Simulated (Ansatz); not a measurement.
# ScCo3C (Pm-3m): phonons and vibrational spectra, part 2 of 3

How does ScCo3C (Pm-3m) vibrate, and is this structure a minimum?

Ansatz 0.2.0; DFT PBEsol, scalar-relativistic, plane waves, PAW; PAW set soft_1.

So far: Set-up; Relaxation. The relaxed cell has a = 3.760 Å (conventional setting).

## 3. Relaxing to small forces for the phonons

Phonons need a cell at rest on their own settings, so the relaxation is repeated with tight tolerances on forces and stress, using the mesh and the filling of the phonon run that follows.

Contents of input.yaml:

```yaml
crystal:
  lattice:
    - [3.7596611614, 0.0, 0.0]
    - [0.0, 3.7596611614, 0.0]
    - [0.0, 0.0, 3.7596611614]
  atoms:
    - { symbol: Sc, position: [0.0, 0.0, 0.0] }
    - { symbol: Co, position: [0.0, 0.5, 0.5] }
    - { symbol: Co, position: [0.5, 0.0, 0.5] }
    - { symbol: Co, position: [0.5, 0.5, 0.0] }
    - { symbol: C, position: [0.5, 0.5, 0.5] }
kpoints:
  mp_grid: { grid: [12, 12, 12] }
hamiltonian:
  xc: pbesol
  pseudopotentials: { kind: paw, azcp: { folder: soft_1 }, xc_functional: pbe }
scf:
  occupations: { method: methfessel_paxton, width: 0.2 }
output:
  forces: true
  stress: true
  eigenvalues: true
relax:
  adjacent_minimum: "off"
  f_tol: 0.001
  max_steps: 60
  cell: { stress_tol: 0.01 }
```

Started as:

```console
$ ansatz run input.yaml --threads 4 --pin off --max-ram 10240MiB --backend cpu --events-out ev --progress --plain --runs-dir out
```

Numbers of over 12 decimals in the logs are rounded to 6 here.

What it wrote:

```text
[...]
Crystal: 5 atoms, lattice volume = 53.143 Å³
Basis set: ecut = 420 eV, 1021 PW (Γ), exchange–correlation on 54×54×54 points (8 copies of the dense FFT grid, shifted against one another)
Bands: 40, of which v1, the nominal top of the filled ones, is band 33 counted from 1 (32 counted from 0)
Symmetry: 48 space group operations
[...]
k-points: 84 of 1728
[...]
--- Relaxed structure (2 steps of the walk, 2 accepted, 1 SCFs on fresh bases) ---
[...]
cell:  # Å, volume = 53.1415 Å³
    - [3.759625, 0.0, 0.0]
    - [0.0, 3.759625, 0.0]
    - [0.0, 0.0, 3.759625]
  atoms:
    - { symbol: Sc, position: [0, 0, 0] }
    - { symbol: Co, position: [0, 0.5, 0.5] }
    - { symbol: Co, position: [0.5, 0, 0.5] }
    - { symbol: Co, position: [0.5, 0.5, 0] }
    - { symbol: C, position: [0.5, 0.5, 0.5] }
[key lines of the parts left out:]
SCF converged after 7 iterations
Free energy (F): -17638.854220 eV
Fermi energy:    17.369647 eV
P = ⅓ Tr σ = -0.0048 GPa (-0.048 kbar)
```

It took 8.7 s on 4 threads of Arm Neoverse V1, shared host; peak memory 0.49 GiB; 33 s of CPU time.

Little changed from the start: no atom moved by 0.005 Å and no cell edge by 0.1 %.

Numbers from this step:

```
pressure : -0.004833 GPa
```

The forces vanish by symmetry and the pressure is -0.005 GPa, within the tolerances set. The cell now holds 10.63 Å³/atom.

## 4. Zone-centre response

The zone centre comes first: it holds the modes that light can see, as far as symmetry allows. No field response is asked, since the mesh shows no gap.

input.yaml, the sections that differ from step 3:

```yaml
crystal:
  lattice:
    - [3.7596251135, 0.0, 0.0]
    - [0.0, 3.7596251135, 0.0]
    - [0.0, 0.0, 3.7596251135]
  atoms:
    - { symbol: Sc, position: [0.0, 0.0, 0.0] }
    - { symbol: Co, position: [0.0, 0.5, 0.5] }
    - { symbol: Co, position: [0.5, 0.0, 0.5] }
    - { symbol: Co, position: [0.5, 0.5, 0.0] }
    - { symbol: C, position: [0.5, 0.5, 0.5] }
output:
  eigenvalues: true
phonons:
  method: dfpt
# kpoints, hamiltonian, scf: as in step 3
# relax: removed
```

What it wrote:

```text
zone centre: on kpoints.mp_grid the ground state, and the responses unless they are solved on pairs of k-points, stand on 343 of the mesh's 1728 k-points, reduced under 8 symmetry operations, with k and −k counted as one. Each operation leaves every solved displacement unchanged or reverses it
[...]
Crystal: 5 atoms, lattice volume = 53.141 Å³
Basis set: ecut = 420 eV, 1021 PW (Γ), exchange–correlation on 54×54×54 points (8 copies of the dense FFT grid, shifted against one another)
Bands: 40, of which v1, the nominal top of the filled ones, is band 33 counted from 1 (32 counted from 0)
Symmetry: 48 space group operations
k-points: 343 of 1728 (irreducible under 8 space group operations)
[...]
SCF iter   1: F=—  HF=-17638.978300 eV  |F-HF|=—  |Δ(HF+E_count)|=         —  Δρ=6.56e-2  dr2=1.10e0  ethr=3.10e-3  ⟨swp⟩=4.2  Hψ=40767  notcnv=0
[...]
SCF iter  11: F=-17638.854220 eV  HF=-17638.854220 eV  |F-HF|=7.28e-12  |Δ(HF+E_count)|=  3.64e-12  S|Δr|=    0.00e0  Δρ=6.67e-8  dr2=2.22e-12  ethr=1.00e-12  ⟨swp⟩=9.2  Hψ=67770  notcnv=0
SCF 1 converged in 11 iterations: F = -17638.854220 eV  dr2 = 2.22e-12
[...]
DFPT response loops at Γ: preconditioner auto → Kerker (q_TF=auto, 2.829 Å⁻¹) (partly filled bands, converged f_vac=0.000); β = 1.00, the filter's whole step (`scf.mixing.beta` (0.50) is not read by the response loops under this deck's `scf.mixing.preconditioner`; to damp them name `kerker` or `kerker_dos`, under which they read `scf.mixing.beta`, and type it under 1.00, their step now; both keys bind the ground state too); Broyden in place of MSR1
SCF converged after 11 iterations
[...]
Free energy (F): -17638.854220 eV
[...]
Internal energy: -17638.864083 eV  (E = F + TS)
E sigma→0 (E₀):  -17638.856686 eV
Entropy (-TS):   0.009862 eV (1.972 meV/atom)
Fermi energy:    17.369647 eV
Step filling:    the computed levels leave a gap of 0.0000 eV = 0.0 smearing widths at the electron count; against every level under it full and every level over it empty, smearing changes F+E_penalty+E_count by +3.844 meV and its σ→0 estimate by +1.379 meV
[...]
--- Band table (eV; the first three rows and the last of 343) ---
  k-point 0: bands = [... 29 lower, 16.1233, 16.1233, 17.2128, 17.2128, 17.2128, 17.4842, 19.8672, 19.8672, ... 3 higher]
  k-point 1: bands = [... 29 lower, 16.1249, 16.2457, 17.2129, 17.2515, 17.2515, 17.4526, 19.8445, 19.9188, ... 3 higher]
  k-point 2: bands = [... 29 lower, 16.1279, 16.3936, 17.2131, 17.3579, 17.3624, 17.3624, 19.7807, 20.0618, ... 3 higher]
  k-point 342: bands = [... 29 lower, 17.2460, 17.2460, 17.2460, 17.5123, 17.5123, 17.5123, 18.4937, 18.4937, ... 3 higher]
--- Phonons (Γ-DFPT): 4 representative perturbations + reference, on 343 of 1728 k-points (Σ response iterations 13) ---
  k mesh reduced under 8 symmetry operations, with k and −k counted as one. Each operation leaves every solved displacement unchanged or reverses it
  ASR residual: 4.356e-5 → 0.000e0 eV/Å²; symmetrization residual: 3.771e-6 eV/Å²
  ASR residual per site (eV/Å²): 1.58e-5 4.36e-5 4.36e-5 4.36e-5 3.13e-5
  Γ frequencies (cm⁻¹): 0.00 0.00 0.00 154.61 154.61 154.61 211.07 211.07 211.07 258.83 258.83 258.83 598.25 598.25 598.25
  non-analytic LO–TO correction: not included (Born effective charges unavailable; polar crystals: no LO–TO splitting at Γ)
```

Run time: 1.9 min. Hardware: 4 threads; peak memory 2.7 GiB; 7.4 min of CPU time.

Numbers from this step:

* sum-rule residual before enforcement: 4.36e-5 eV/Å²
* point group: m-3m
* highest optical mode at the zone centre (no LO-TO term): 598.2 cm⁻¹
* lowest optical zone-centre mode: 154.6 cm⁻¹

Patterns of degenerate modes are one choice out of their space. The modes at Γ (shares of kinetic energy by element, %):

```csv
mode,frequency (cm⁻¹),symmetry,Sc %,Co %,C %
1,0.0,acoustic,19,76,5
2,0.0,acoustic,19,76,5
3,0.0,acoustic,19,76,5
4,154.6,T1u,11,74,15
5,154.6,T1u,11,74,15
6,154.6,T1u,11,74,15
7,211.1,T2u,0,100,0
8,211.1,T2u,0,100,0
9,211.1,T2u,0,100,0
10,258.8,T1u,70,30,0
11,258.8,T1u,70,30,0
12,258.8,T1u,70,30,0
13,598.2,T1u,0,21,79
14,598.2,T1u,0,21,79
15,598.2,T1u,0,21,79
```

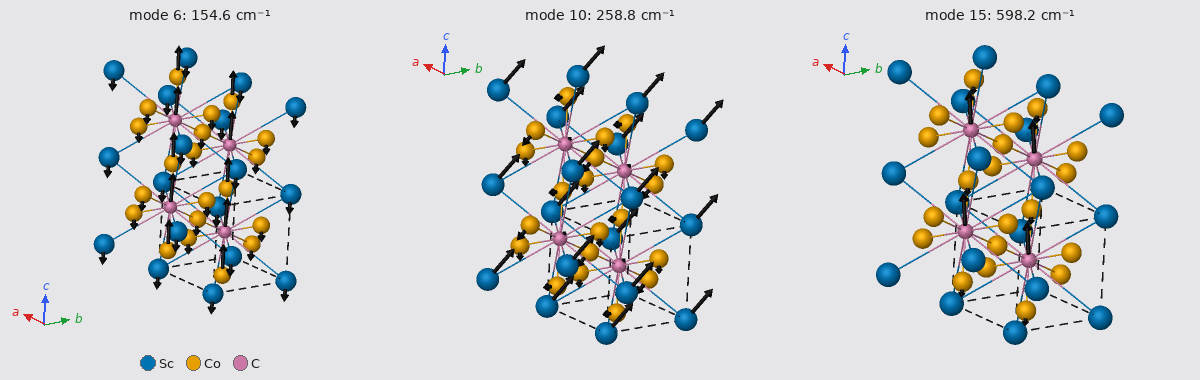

Displacement patterns of modes 6, 10 and 15 at Γ; arrows are exaggerated. 2×1×2 cells are drawn. Some periodic images of atoms are drawn too.

Before it was imposed, the acoustic sum rule was missed by 4.4e-5 eV/Å². Small misses are needed for a sound result but don't prove that mesh and cutoff are converged. The lowest optical mode is real, 155 cm⁻¹.

## 5. Phonons on a q mesh

Stability and thermal properties need the whole zone. Linear response on a 2×2×2 q mesh gives force constants as far as a supercell of that size would.

Changes to input.yaml since step 4:

```diff
@@ -22 +22,8 @@
   method: dfpt
+  qmesh: [2, 2, 2]
+  temperatures: { t_max: 1000, t_step: 50 }
+  qpath:
+    path:
+      - [[0.0, 0.0, 0.0], [0.0, 0.5, 0.0], [0.5, 0.5, 0.0], [0.0, 0.0, 0.0], [0.5, 0.5, 0.5], [0.0, 0.5, 0.0]]
+      - [[0.5, 0.5, 0.5], [0.5, 0.5, 0.0]]
+    npoints: 10
```

What it wrote:

```text
[...]
Crystal: 5 atoms, lattice volume = 53.141 Å³
Basis set: ecut = 420 eV, 1021 PW (Γ), exchange–correlation on 54×54×54 points (8 copies of the dense FFT grid, shifted against one another)
Bands: 40, of which v1, the nominal top of the filled ones, is band 33 counted from 1 (32 counted from 0)
Symmetry: 48 space group operations
k-points: 84 of 1728
[...]
SCF iter   1: F=—  HF=-17638.978298 eV  |F-HF|=—  |Δ(HF+E_count)|=         —  Δρ=6.56e-2  dr2=1.10e0  ethr=3.10e-3  ⟨swp⟩=4.2  Hψ=9973  notcnv=0
[...]
SCF iter  11: F=-17638.854220 eV  HF=-17638.854220 eV  |F-HF|=0.00e0  |Δ(HF+E_count)|=  3.64e-12  S|Δr|=    0.00e0  Δρ=6.65e-8  dr2=2.21e-12  ethr=1.00e-12  ⟨swp⟩=9.3  Hψ=16677  notcnv=0
SCF 1 converged in 11 iterations: F = -17638.854220 eV  dr2 = 2.21e-12
[...]
SCF iter   7: F=-17638.854220 eV  HF=-17638.854220 eV  |F-HF|=0.00e0  |Δ(HF+E_count)|=  3.64e-12  S|Δr|=    0.00e0  Δρ=8.57e-9  dr2=4.44e-14  ethr=1.00e-12  ⟨swp⟩=2.6  Hψ=6671  notcnv=0
SCF 2 converged in 7 iterations: F = -17638.854220 eV  dr2 = 4.44e-14
phonons: the bands overlap, so this run is a metal and interpolates without the dipole-dipole term. If the crystal is really an insulator or semiconductor, its LO-TO splitting is missing
NSCF: frozen V_eff on 84 k-points
[...]
DFPT response loops at q = (0, 0, 0) (fractional): preconditioner auto → Kerker (q_TF=auto, 2.829 Å⁻¹) (partly filled bands, converged f_vac=0.000); β = 1.00, the filter's whole step (`scf.mixing.beta` (0.50) is not read by the response loops under this deck's `scf.mixing.preconditioner`; to damp them name `kerker` or `kerker_dos`, under which they read `scf.mixing.beta`, and type it under 1.00, their step now; both keys bind the ground state too); Broyden in place of MSR1
[...]
SCF converged after 11 iterations
[...]
Free energy (F): -17638.854220 eV
[...]
Internal energy: -17638.864083 eV  (E = F + TS)
E sigma→0 (E₀):  -17638.856686 eV
Entropy (-TS):   0.009862 eV (1.972 meV/atom)
Fermi energy:    17.369647 eV
[...]
--- Band table (eV; the first three rows and the last of 84) ---
  k-point 0: bands = [... 29 lower, 16.1233, 16.1233, 17.2128, 17.2128, 17.2128, 17.4842, 19.8672, 19.8672, ... 3 higher]
  k-point 1: bands = [... 29 lower, 16.1249, 16.2457, 17.2129, 17.2515, 17.2515, 17.4526, 19.8445, 19.9188, ... 3 higher]
  k-point 2: bands = [... 29 lower, 16.1279, 16.3936, 17.2131, 17.3579, 17.3624, 17.3624, 19.7807, 20.0618, ... 3 higher]
  k-point 83: bands = [... 29 lower, 17.2460, 17.2460, 17.2460, 17.5123, 17.5123, 17.5123, 18.4937, 18.4937, ... 3 higher]
--- Phonons (Γ-DFPT): 4 representative perturbations + reference (Σ response iterations 13) ---
  ASR residual: 4.377e-5 → 0.000e0 eV/Å²; symmetrization residual: 3.708e-6 eV/Å²
  ASR residual per site (eV/Å²): 1.60e-5 4.38e-5 4.38e-5 4.38e-5 3.11e-5
[...]
--- Phonons (arbitrary-q DFPT): 4 irreducible q on the 2×2×2 mesh ---
  q = [0.0000, 0.0000, 0.0000] (star 1, of the zone-centre solve; hermiticity 3.98e-7, symmetrization 7.89e-13): -0.00 -0.00 0.00 154.61 154.61 154.61 211.07 211.07 211.07 258.83 258.83 258.83 598.25 598.25 598.25
  q = [0.0000, 0.0000, -0.5000] (star 3, 9 solved perturbations in 2646 linear systems a pass and spin channel, the states on 343 of 1728 k-point pairs; hermiticity 1.34e-7, symmetrization 1.21e-12): 133.30 133.30 138.97 138.97 186.56 188.38 199.39 199.39 251.01 251.01 253.13 313.49 592.43 592.43 715.43
[...]
sum rule: each row above includes the acoustic sum rule's correction from the zone centre's row sums; it moved no ω² by more than (0.84 cm⁻¹)²
  mesh force constants: q→R imaginary residual 5.37e-18; ASR residual 4.377e-5 → 0.000e0 eV/Å²; symmetrization residual 1.776e-14 eV/Å²
  interpolated dispersion: 62 rows × 15 modes
  density of states and harmonic sums: on the 16×16×16 q-mesh, interpolated from the force constants of a 2×2×2 supercell (no non-analytic term)
  largest difference from the sums on the solved wave vectors: F 4.86e-2 eV, S 8.09e-5 and C_V 3.22e-5 eV/K
  zero-point energy: 0.274802 eV/cell   skipped modes (ω ≤ 0): 3   left out of the sums: 4.88e-5 of the cell's modes: C_V's classical limit lies that fraction below 3 k_B per atom; for a crystal, a wire or a layer, F and S can be off by more, and a phonons.interpolated_qmesh denser along its periods is the remedy for the sampling
```

Run time: 9.3 min. Hardware: 4 threads; peak memory 2.2 GiB; 36 min of CPU time.

Numbers from this step:

| Item | Value |
| --- | --- |
| sum-rule residual before enforcement | 4.38e-5 eV/Å² |
| lowest frequency on the path | 0 cm⁻¹ |
| highest frequency on the path or at a solved wavevector | 726.6 cm⁻¹ |
| mean frequency | 295.5 cm⁻¹ |
| Debye temperature (second moment) | 649 K |
| logarithmic mean frequency | 250.8 cm⁻¹ |
| lowest mode on the q mesh (acoustic modes at Γ apart) | 133.3 cm⁻¹ |
| zero-point energy per atom | 54.96 meV |
| heat capacity at 300 K | 20.65 J/(mol atoms K) |
| vibrational entropy at 300 K | 22.82 J/(mol atoms K) |
| edges of the widest gap between branches, on path and mesh | 398.5, 581.9 cm⁻¹ |

Frequencies (cm⁻¹) solved at each irreducible wavevector; negative means imaginary. Frequencies by wavevector, by row:

```csv
q in reciprocal lattice units,star,mode 1,mode 2,mode 3,mode 4,mode 13,mode 14,mode 15
0 0 0,1,0,0,0,154.6,598.2,598.2,598.2
0 0 -0.5,3,133.3,133.3,139,139,592.4,592.4,715.4
0 -0.5 -0.5,3,140.4,140.4,155.6,168,581.9,709.4,709.4
-0.5 -0.5 -0.5,1,136.7,136.7,136.7,169.6,726.6,726.6,726.6
```

Interpolated from a 2×2×2 q mesh, rough between the solved points. The phonon branches at the labelled points (cm⁻¹):

```csv
point,branch 1,branch 2,branch 3,branch 4,branch 12,branch 13,branch 14,branch 15
Γ,0,0,0,155,259,598,598,598
X,133,133,139,139,314,592,592,715
M,140,140,156,168,361,582,709,709
Γ,0,0,0,155,259,598,598,598
R,137,137,137,170,398,727,727,727
X,133,133,139,139,314,592,592,715
jump to R,137,137,137,170,398,727,727,727
M,140,140,156,168,361,582,709,709
```

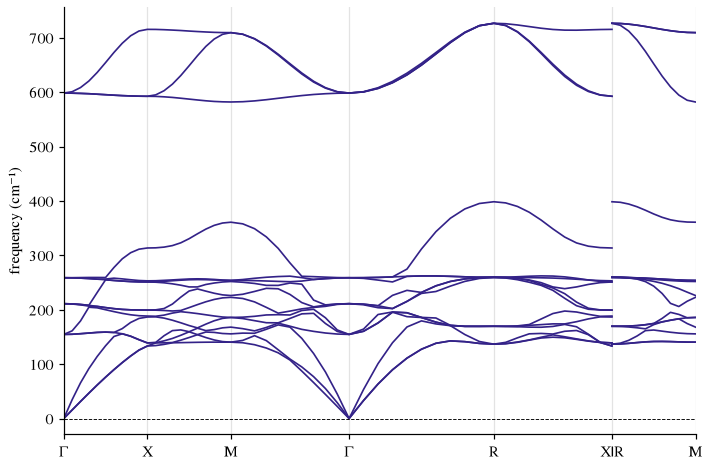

Phonon branches along the path.

The phonon density of states has structure finer than the step of the table below, so its rows give means over 50 cm⁻¹, whole bins alone (the curve runs from 5 to 725 cm⁻¹). Peaks (cm⁻¹: height): 145.0: 0.0706, 175.0: 0.113, 255.0: 0.185, 595.0: 0.0413.

Tetrahedra on a 16×16×16 mesh, mean over bins of 10 cm-1. Interpolated from a 2×2×2 q mesh, rough between the solved points. The phonon density of states by wavenumber; means over each step:

```csv
wavenumber (cm⁻¹),phonon density of states (1/cm⁻¹/cell)
50,0.00196
100,0.0117
150,0.0667
200,0.0640
250,0.0783
300,0.00734
350,0.00880
400,0.00113
450,0
500,0
550,0
600,0.0216
650,0.0160
700,0.0221
```

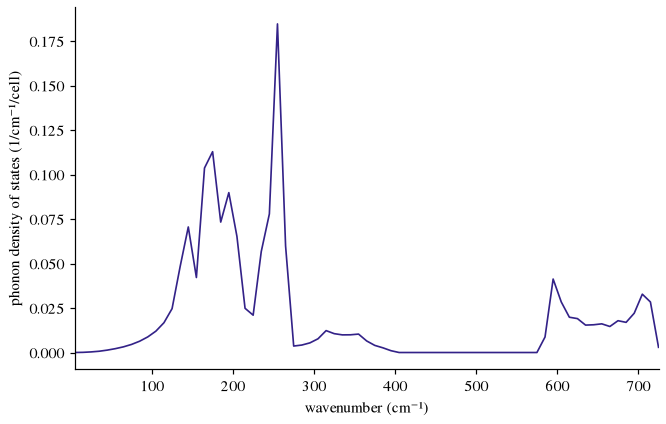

Phonon density of states, plotted against wavenumber.

[end of part 2 of 3]

[Logs are printed without paths, hosts, clocks, repeated set-up lines and the standing remarks that a program may print on its own settings, such as how far it seeks lower states.]

[Hosts, paths, dates, database ids (printed as entryN), source tags and the programs' standing remarks are cut or masked in the printed files.]
